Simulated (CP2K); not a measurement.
**C4H10Si (SMILES C=C[SiH](C)C): a first try and a second**

Wanted: energy and forces of C4H10Si, GFN1-xTB.

The calculation is run with CP2K 2026.2.

3 further runs of the same task are left out: 1 that didn't finish, 2 set aside as unsound or not needed.

## (1) The structure to begin with

C4H10Si: 15 atoms, total charge 0, spin state singlet. SMILES: `C=C[SiH](C)C`. The shape comes from a force field and isn't a relaxed structure. This is one conformer, not always the lowest.

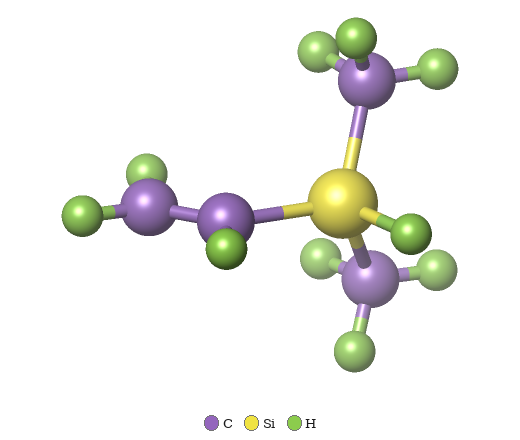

The structure, seen from a chosen angle (carbon purple, silicon yellow, hydrogen green).

## (2) First attempt

Input file job.inp:

```
&global
 project job
 run_type ENERGY_FORCE
 print_level MEDIUM
&end global
&force_eval
 method Quickstep
 &dft
  &QUICKSTEP
   method XTB
   eps_default 1.0E-10
   &xtb
    gfn_type 1
    check_atomic_charges F
   &end xtb
  &end qs
  &poisson
   periodic NONE
   poisson_solver ANALYTIC
  &end poisson
  &scf
   scf_guess ATOMIC
   eps_scf 1.0E-06
   max_scf 50
   &ot
    minimizer DIIS
    preconditioner FULL_SINGLE_INVERSE
   &end ot
   &outer_scf
    eps_scf 1.0E-06
    max_scf 8
   &end outer_scf
  &end scf
  &print
   &moments
    periodic F
    reference COM
    max_moment 1
   &end moments
   &mo_cubes
    nlumo 5
    nhomo -1
    write_cube F
   &end mo_cubes
   &hirshfeld OFF
   &end hirshfeld
  &end print
 &end dft
 &subsys
  &cell
   abc 13.4 12.3 11.6
   periodic NONE
  &end cell
  &coord
   C     -1.986600    -1.083100     0.048900
   C     -1.079900    -0.703000     0.907600
   Si     0.470900     0.167900     0.493300
   C      1.616800    -0.837200    -0.658300
   C      0.177900     1.847900    -0.217100
   H     -1.965000    -0.807800    -1.027000
   H     -2.905300    -1.546900     0.381000
   H     -1.154800    -0.919700     1.954700
   H      1.254000     0.346500     1.821100
   H      1.759900    -1.832200    -0.207100
   H      2.488000    -0.353000    -0.834000
   H      1.053100    -0.987900    -1.595300
   H     -0.422800     1.814600    -1.159000
   H      1.088000     2.396000    -0.376500
   H     -0.416000     2.447200     0.497000
  &end coord
  &topology
   &center_coordinates
   &end center_coordinates
  &end topology
 &end subsys
 &print
  &forces ON
  &end forces
 &end print
&end force_eval
```

On the command line:

```console
$ OMP_NUM_THREADS=1 cp2k.psmp -i job.inp > job.out 2>&1
```

Output:

```text
Possible matches for unknown subsection

 QUICKSTEP

   keyword UKS in section %__ROOT__%FORCE_EVAL%DFT score:  104
   keyword MULTIP in section %__ROOT__%FORCE_EVAL%DFT score:  104
   keyword ROKS in section %__ROOT__%FORCE_EVAL%DFT score:  103
   enum MULLIKEN in section %__ROOT__%FORCE_EVAL%DFT for keyword PLUS_U_METHOD score:  103
   keyword SUBCELLS in section %__ROOT__%FORCE_EVAL%DFT score:  103

 *******************************************************************************
 *   ___                                                                       *
 *  /   \                                                                      *
 * [ABORT]                                                                     *
 *  \___/               unknown subsection QUICKSTEP of section DFT            *
 *    |                                                                        *
 *  O/|                                                                        *
 * /| |                                                                        *
 * / \                                               input/input_parsing.F:192 *
 *******************************************************************************

 ===== Routine Calling Stack =====

            4 section_vals_parse
            3 section_vals_parse
            2 section_vals_parse
            1 read_input

Program received signal SIGABRT: Process abort signal.

Backtrace for this error:
#0  0x45aee6b1f957 in ???
#1  0x45af073d4cac in __pthread_kill_implementation
#2  0x45af0737bfb7 in raise
#3  0x45af07365d37 in abort
#4  0x45aee71f2d83 in ???
#5  0x45aee71f4297 in ???
#6  0x45aee7363e77 in ???
#7  0x45aee73638f7 in ???
#8  0x45aee73638f7 in ???
#9  0x45aee6c39807 in ???
#10  0x45aee74a4e8b in ???
#11  0x45aee74a9d0b in ???
#12  0x45aee6bc0db3 in ???
#13  0x45aee6bbef13 in ???
#14  0x45af07366573 in __libc_start_call_main
#15  0x45af07366657 in __libc_start_main_impl
#16  0x45aee6bbf06f in ???
#17  0xffffffffffffffff in ???
```

Wall time 0.3 s (1 thread of Arm Neoverse V1, shared host).

## (3) What went wrong

The input was rejected.

The telling line is `\___/               unknown subsection QUICKSTEP of section DFT`. What is wrong: unknown section.

## (4) Try two

Input file run.inp:

```
&GLOBAL
  PROJECT_NAME run
  RUN_TYPE ENERGY_FORCE
  PRINT_LEVEL MEDIUM
&END GLOBAL

&FORCE_EVAL
  METHOD Quickstep
  &DFT
    &QS
      METHOD XTB
      EPS_DEFAULT 1.0E-10
      &XTB
        GFN_TYPE 1
        CHECK_ATOMIC_CHARGES F
      &END XTB
    &END QS
    &POISSON
      PERIODIC NONE
      POISSON_SOLVER ANALYTIC
    &END POISSON
    &SCF
      SCF_GUESS ATOMIC
      EPS_SCF 1.0E-06
      MAX_SCF 50
      &OT
        MINIMIZER DIIS
        PRECONDITIONER FULL_SINGLE_INVERSE
        ENERGY_GAP 0.5
      &END OT
      &OUTER_SCF
        EPS_SCF 1.0E-06
        MAX_SCF 8
      &END OUTER_SCF
    &END SCF
    &PRINT
      &MOMENTS
        PERIODIC F
        REFERENCE COM
        MAX_MOMENT 1
      &END MOMENTS
      &MO_CUBES
        NLUMO 5
        NHOMO -1
        WRITE_CUBE F
      &END MO_CUBES
      &HIRSHFELD OFF
      &END HIRSHFELD
    &END PRINT
  &END DFT
  &SUBSYS
    &CELL
      ABC 13.4 12.3 11.6
      PERIODIC NONE
    &END CELL
    &COORD
      C     -1.986600    -1.083100     0.048900
      C     -1.079900    -0.703000     0.907600
      Si     0.470900     0.167900     0.493300
      C      1.616800    -0.837200    -0.658300
      C      0.177900     1.847900    -0.217100
      H     -1.965000    -0.807800    -1.027000
      H     -2.905300    -1.546900     0.381000
      H     -1.154800    -0.919700     1.954700
      H      1.254000     0.346500     1.821100
      H      1.759900    -1.832200    -0.207100
      H      2.488000    -0.353000    -0.834000
      H      1.053100    -0.987900    -1.595300
      H     -0.422800     1.814600    -1.159000
      H      1.088000     2.396000    -0.376500
      H     -0.416000     2.447200     0.497000
    &END COORD
    &TOPOLOGY
      &CENTER_COORDINATES
      &END CENTER_COORDINATES
    &END TOPOLOGY
  &END SUBSYS
  &PRINT
    &FORCES ON
    &END FORCES
  &END PRINT
&END FORCE_EVAL
```

On the command line:

```console
$ OMP_NUM_THREADS=1 cp2k.psmp run.inp > run.out
```

Output:

```text
CP2K| version string:                                       CP2K version 2026.2
[...]
 GLOBAL| Method name                                                        CP2K
[...]
 GLOBAL| Run type                                                   ENERGY_FORCE
[...]
                             - Atoms:                                         15
[...]
                             - Spherical basis functions:                     45
[...]
 Number of electrons:                                                         30
[...]
     1 OT DIIS     0.80E-01    0.0     0.01126818       -15.6421267887 -1.56E+01
[...]
    14 OT DIIS     0.80E-01    0.0     0.00000044       -15.6478805591 -1.83E-10
  *** SCF run converged in    14 steps ***
[...]
 TB_DIPOLE| Moment [Debye]         -0.35358145       0.11340340      -0.48914977
 TB_DIPOLE| Derivative [a.u.]       0.00000000       0.00000000       0.00000000
[...]
 ENERGY| Total FORCE_EVAL ( QS ) energy [hartree]            -15.647880559154670
 FORCES| Atomic forces [hartree/bohr]
 FORCES|   Atom     x               y               z               |f|
 FORCES|      1 -3.49652289E-02 -9.27848897E-04 -2.90628403E-02   4.54761127E-02
 FORCES|      2  2.42283417E-02  7.31113507E-03  1.32428948E-02   2.85629042E-02
 FORCES|      3  4.15738737E-02 -9.60533745E-04  2.35188190E-02   4.77749354E-02
 FORCES|      4 -6.98864559E-02 -2.81915730E-02  1.70666624E-02   7.72667618E-02
 FORCES|      5 -2.43236580E-02  1.02546451E-02 -4.64595734E-03   2.68026679E-02
 FORCES|      6  1.75738953E-03 -7.13849469E-03  1.46428044E-02   1.63846955E-02
 FORCES|      7 -3.79110057E-03 -5.61106137E-03 -3.26228472E-03   7.51657866E-03
 FORCES|      8 -1.25636605E-02 -9.09824769E-03  1.24756893E-02   1.99064437E-02
 FORCES|      9 -1.24208863E-02 -2.10815787E-03 -1.88693882E-02   2.26886879E-02
 FORCES|     10  6.70733472E-03  2.83967096E-03 -6.58041914E-03   9.81600664E-03
 FORCES|     11  5.60655995E-02  2.23971044E-02 -1.43368274E-02   6.20526096E-02
 FORCES|     12  8.35863367E-03 -2.11308823E-03 -6.12475663E-04   8.64332257E-03
 FORCES|     13  9.28430109E-03  4.16281504E-03  8.37733960E-03   1.31797987E-02
[...]
```

Wall time 0.48 s (1 thread of Arm Neoverse V1, shared host).

## (5) Outcome

Level: GFN1-xTB.

```
                                 quantity          value
                             total energy   -15.64788 Eh
dipole moment (from atomic charges alone)         0.61 D
                              HOMO energy      -11.55 eV
                        dispersion energy  -14.53 kJ/mol
                 largest force on an atom     3.973 eV/Å
```

**Reading.** The dipole comes from point charges on the atoms alone, without atomic dipoles, so it is partial. The largest force is 3.97 eV/Å: the shape isn't a stationary point for this species at this level.
